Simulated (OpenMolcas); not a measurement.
## How methods differ on P2H2 (phosphanylidenephosphane)

P2H2 has 4 atoms, charge 0, and is taken as a singlet. SMILES: `[H]/P=P/[H]`. Geometry: relaxed at GFN2-xTB.

```xyz
4

P    -0.0244   -1.0036    0.0883
P     0.0244    1.0035   -0.0883
H     1.0373   -1.0676    1.0033
H    -1.0373    1.0677   -1.0034
```

Quantity: the energy change with the P2–H4 bond stretched from 1.403 to 2.806 Å, in eV. The values are calculated.

```
                     level                   kind     program  value (eV)  less FCI/STO-3G  CPU time (all runs)
    HF/STO-3G (restricted)           Hartree–Fock  OpenMolcas        7.35            +3.59                2.8 s
 SVWN5/STO-3G (restricted)                    LDA  OpenMolcas        5.04            +1.28                6.6 s
   PBE/STO-3G (restricted)                    GGA  OpenMolcas        4.80            +1.04                8.3 s
r2SCAN/STO-3G (restricted)               meta-GGA  OpenMolcas        5.14            +1.38                8.9 s
 B3LYP/STO-3G (restricted)          global hybrid  OpenMolcas        5.26            +1.50                8.2 s
B2PLYP/STO-3G (restricted)          double hybrid  OpenMolcas        5.13            +1.37                6.5 s
   MP2/STO-3G (restricted)    perturbation theory  OpenMolcas        5.04            +1.28                2.9 s
  CISD/STO-3G (restricted)  coupled cluster or CI  OpenMolcas        4.76            +1.00                3.1 s
                FCI/STO-3G     exact in the basis  OpenMolcas        3.76             0.00                7.8 s
```

FCI/STO-3G is exact within its basis and frozen core, so for wave-function methods in that basis the difference is their error; functionals converge differently with the basis, so for them it is only a difference. Spin-restricted single references rise too steeply as a bond breaks, Hartree–Fock most of all. The first shape isn't each level's own minimum. The values span 3.76 to 7.35 eV. All rows use very small basis sets, so even the best lies far from the true value. CPU times are rough (shared hosts, several kinds of processor): they show what a rung costs within a factor of a few.

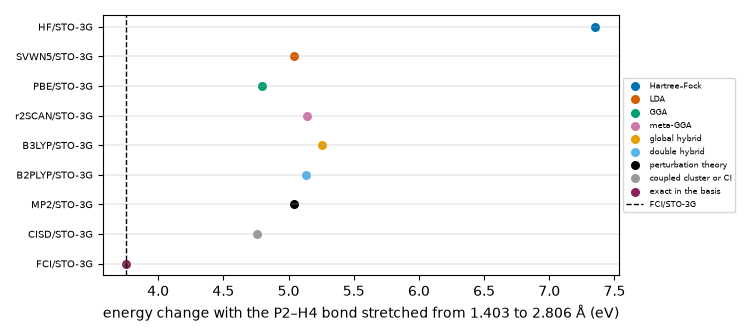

The values of the table, level by level.
